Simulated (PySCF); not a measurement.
## CF2 (charge +1): single-point calculation

The run: single-point calculation of CF2, charge +1, multiplicity 2. Method and program: PBE0/cc-pVTZ, UKS (PySCF 2.14.0).

The geometry comes from this level: PBE0-D4/def2-TZVP.

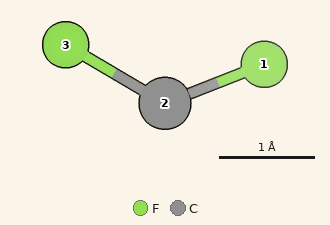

**Figure 1.** The structure as given in the input (ball-and-stick view, seen at a tilt; atoms are numbered from 1 in the order of the input). Bond lengths as drawn: C–F 1.21 Å.

## Summary

| quantity | value |
| --- | --- |
| outcome | converged |
| total energy | −237.149946 hartree |
| basis functions | 90 |
| ⟨S²⟩ | 0.753 |
| hardware | 1 thread of Arm Neoverse V2, 112 GiB of memory available, shared host |
| wall time | 17 s |
| peak memory | 0.44 GiB |

## Notes

Further notes kept with the run: dipole of an ion depends on the origin; logged alpha LUMO and gap are faulty.

## The input (job.py)
```python
from pyscf import gto, dft

mol = gto.M(
    atom='F 0.379110 0.972980 0.316190; C 0.275710 -0.221360 0.127270; F -0.654830 -0.751620 -0.443470',
    charge=1,
    max_memory=1860,
    basis='cc-pvtz',
    verbose=4,
    spin=1,
)

calc0 = dft.UKS(mol)
calc0.xc = 'pbe0'
calc0.grids.level = 5
calc0.conv_tol = 1e-10
calc0.kernel()
if not calc0.converged:
    calc0 = calc0.newton().run(calc0.mo_coeff, calc0.mo_occ)

etot = calc0.e_tot
print('E(%s) = %.9f' % ('PBE0', etot))
```

Launched with:
```bash
OMP_NUM_THREADS=1 python job.py
```

## Output
```
PySCF version 2.14.0

[INPUT] num. atoms = 3
[INPUT] num. electrons = 23
[INPUT] charge = 1
[INPUT] spin (= nelec alpha-beta = 2S) = 1
[INPUT] symmetry False subgroup None
[INPUT] Mole.unit = angstrom
[INPUT] Symbol           X                Y                Z      unit          X                Y                Z       unit  Magmom
[INPUT]  1 F      0.379110000000   0.972980000000   0.316190000000 AA    0.716414071084   1.838665724679   0.597512503326 Bohr   0.0
[INPUT]  2 C      0.275710000000  -0.221360000000   0.127270000000 AA    0.521016389804  -0.418309774934   0.240505443873 Bohr   0.0
[INPUT]  3 F     -0.654830000000  -0.751620000000  -0.443470000000 AA   -1.237449358149  -1.420355949746  -0.838036844461 Bohr   0.0

nuclear repulsion = 67.0332567250906
number of shells = 27
number of NR pGTOs = 126
number of NR cGTOs = 90
basis = cc-pvtz
ecp = {}

******** <class 'pyscf.dft.uks.UKS'> ********
method = UKS
initial guess = minao
damping factor = 0
level_shift factor = 0
DIIS = <class 'pyscf.scf.diis.CDIIS'>
diis_start_cycle = 1
diis_space = 8
diis_damp = 0
SCF conv_tol = 1e-10
SCF conv_tol_grad = None
SCF max_cycles = 50
direct_scf = True
direct_scf_tol = 1e-13
number electrons alpha = 12  beta = 11
XC library pyscf.dft.libxc version 7.0.0
    S. Lehtola, C. Steigemann, M. J.T. Oliveira, and M. A.L. Marques.,  SoftwareX 7, 1–5 (2018)
XC functionals = pbe0
radial grids:
    Treutler-Ahlrichs [JCP 102, 346 (1995); DOI:10.1063/1.469408] (M4) radial grids

becke partition: Becke, JCP 88, 2547 (1988); DOI:10.1063/1.454033
pruning grids: <function nwchem_prune>
grids dens level: 5
symmetrized grids: False
atomic radii adjust function: <function treutler_atomic_radii_adjust>
small_rho_cutoff = 0
Set gradient conv threshold to 1e-05
tot grids = 130736
init E= -238.159999029101
  alpha nocc = 12  HOMO = -0.224417629332677  LUMO = -0.0551669317165278
  beta  nocc = 11  HOMO = -0.520423359427845  LUMO = -0.224417629332683

WARN: HOMO -0.224417629332677 >= LUMO -0.224417629332683

cycle= 1 E= -237.039749305134  delta_E= 1.12  |g|= 0.497  |ddm|= 1.22
  alpha nocc = 12  HOMO = -0.776254500912824  LUMO = -0.504733752245372
  beta  nocc = 11  HOMO = -0.846019820831575  LUMO = -0.600732840232247
  HOMO = -0.776254500913  LUMO = -0.600732840232  gap/eV = 4.77619
cycle= 2 E= -236.953281762454  delta_E= 0.0865  |g|= 0.78  |ddm|= 0.766
  alpha nocc = 12  HOMO = -0.724740485063457  LUMO = -0.426641849660792
  beta  nocc = 11  HOMO = -0.88743773570925  LUMO = -0.518873333375012
  HOMO = -0.724740485063  LUMO = -0.518873333375  gap/eV = 5.60193
cycle= 3 E= -237.145907937128  delta_E= -0.193  |g|= 0.125  |ddm|= 0.298
  alpha nocc = 12  HOMO = -0.70048865696941  LUMO = -0.392909383086121
  beta  nocc = 11  HOMO = -0.848747167328819  LUMO = -0.48522239412471
  HOMO = -0.700488656969  LUMO = -0.485222394125  gap/eV = 5.85769
cycle= 4 E= -237.149821853087  delta_E= -0.00391  |g|= 0.01  |ddm|= 0.0429
  alpha nocc = 12  HOMO = -0.702173731399002  LUMO = -0.388550891385302
  beta  nocc = 11  HOMO = -0.845796723010151  LUMO = -0.478057493299337
  HOMO = -0.702173731399  LUMO = -0.478057493299  gap/eV = 6.09851
cycle= 5 E= -237.14993499147  delta_E= -0.000113  |g|= 0.00254  |ddm|= 0.0194
  alpha nocc = 12  HOMO = -0.702959458999448  LUMO = -0.388501902158884
  beta  nocc = 11  HOMO = -0.846413110344827  LUMO = -0.477215417478707
  HOMO = -0.702959458999  LUMO = -0.477215417479  gap/eV = 6.14281
cycle= 6 E= -237.149945351885  delta_E= -1.04e-05  |g|= 0.000988  |ddm|= 0.00443
  alpha nocc = 12  HOMO = -0.703186418471841  LUMO = -0.388433898504864
  beta  nocc = 11  HOMO = -0.846454521123064  LUMO = -0.4771794391354
  HOMO = -0.703186418472  LUMO = -0.477179439135  gap/eV = 6.14996
cycle= 7 E= -237.149946394977  delta_E= -1.04e-06  |g|= 0.00028  |ddm|= 0.0012
  alpha nocc = 12  HOMO = -0.703143682552886  LUMO = -0.388341411801091
  beta  nocc = 11  HOMO = -0.846448730679096  LUMO = -0.477106872831312
  HOMO = -0.703143682553  LUMO = -0.477106872831  gap/eV = 6.15077
cycle= 8 E= -237.149946482031  delta_E= -8.71e-08  |g|= 6.52e-05  |ddm|= 0.000351
  alpha nocc = 12  HOMO = -0.703136481543059  LUMO = -0.388325558777058
  beta  nocc = 11  HOMO = -0.846457398359254  LUMO = -0.477104655407745
  HOMO = -0.703136481543  LUMO = -0.477104655408  gap/eV = 6.15064
cycle= 9 E= -237.14994648576  delta_E= -3.73e-09  |g|= 4e-05  |ddm|= 6.95e-05
  alpha nocc = 12  HOMO = -0.70313817590281  LUMO = -0.388325529186172
  beta  nocc = 11  HOMO = -0.846458603187731  LUMO = -0.477106463748537
  HOMO = -0.703138175903  LUMO = -0.477106463749  gap/eV = 6.15064
cycle= 10 E= -237.149946486236  delta_E= -4.76e-10  |g|= 1.98e-05  |ddm|= 2.07e-05
  alpha nocc = 12  HOMO = -0.703138960192875  LUMO = -0.388323304182459
  beta  nocc = 11  HOMO = -0.846457598771817  LUMO = -0.477106226116419
  HOMO = -0.703138960193  LUMO = -0.477106226116  gap/eV = 6.15066
cycle= 11 E= -237.149946486413  delta_E= -1.77e-10  |g|= 5.32e-06  |ddm|= 1.24e-05
  alpha nocc = 12  HOMO = -0.703137834185657  LUMO = -0.388321851484283
  beta  nocc = 11  HOMO = -0.846457531409509  LUMO = -0.477105497859391
  HOMO = -0.703137834186  LUMO = -0.477105497859  gap/eV = 6.15065
cycle= 12 E= -237.149946486428  delta_E= -1.46e-11  |g|= 1.3e-06  |ddm|= 4.17e-06
  alpha nocc = 12  HOMO = -0.703138333368248  LUMO = -0.388322248399541
  beta  nocc = 11  HOMO = -0.846457521518566  LUMO = -0.477105836421279
  HOMO = -0.703138333368  LUMO = -0.477105836421  gap/eV = 6.15066
```

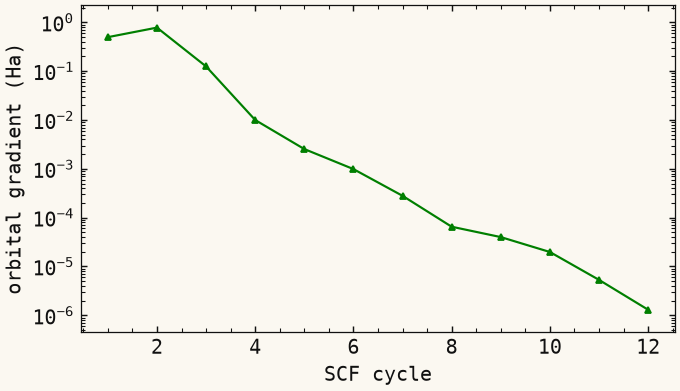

**Figure 2.** Convergence of the self-consistent field: orbital gradient against the SCF cycle. The residual falls almost steadily, with no more than small rises.

```
Extra cycle  E= -237.149946486425  delta_E= 2.44e-12  |g|= 1.82e-06  |ddm|= 1.32e-06
converged SCF energy = -237.149946486425  <S^2> = 0.75325328  2S+1 = 2.0032506
E(PBE0) = -237.149946486
```
